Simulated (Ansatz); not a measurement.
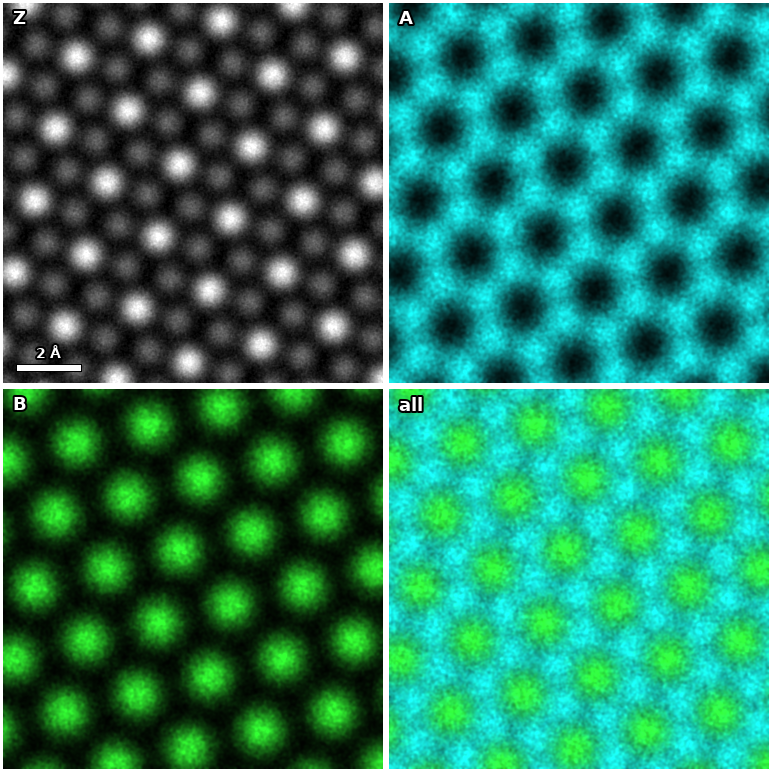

TiSi2 (Fddd, No. 70) along [001]. Panel Z: Simulation: incoherent imaging, intensity Z^1.6 per atom, probe width 0.89 Å, thin sample. The probe carries 25 % of its weight in a tail 2.5 times as wide. Shot noise was added. The other panels are simulated element maps (the number of atoms of one element along the beam, blurred by 1.2 Å, with counting noise; each on its own scale, no channelling); the last overlays them. Structure used: the end point of a relaxation at fixed volume with DFT r2SCAN, scalar-relativistic, plane waves, PAW in Ansatz 0.2.0.

```cif
data_structure
_symmetry_space_group_name_H-M 'Fddd:1'
_symmetry_Int_Tables_number 70
_cell_length_a 4.7303
_cell_length_b 8.1320
_cell_length_c 8.4513
_cell_angle_alpha 90.000
_cell_angle_beta 90.000
_cell_angle_gamma 90.000
_cell_volume 325.10
loop_
_atom_site_label
_atom_site_type_symbol
_atom_site_symmetry_multiplicity
_atom_site_Wyckoff_symbol
_atom_site_fract_x
_atom_site_fract_y
_atom_site_fract_z
_atom_site_occupancy
Ti1 Ti 8 b 0.75000 0.25000 0.25000 1
Si1 Si 16 f 0.75000 0.58711 0.25000 1
```

Question: Which element does each lettered map show?

Answer: A: Si, B: Ti. The projected cell (2.37 × 4.07 Å, 90°) holds 6 columns: 4 of Si and 2 of Ti. No column is shared by two of the mapped elements.
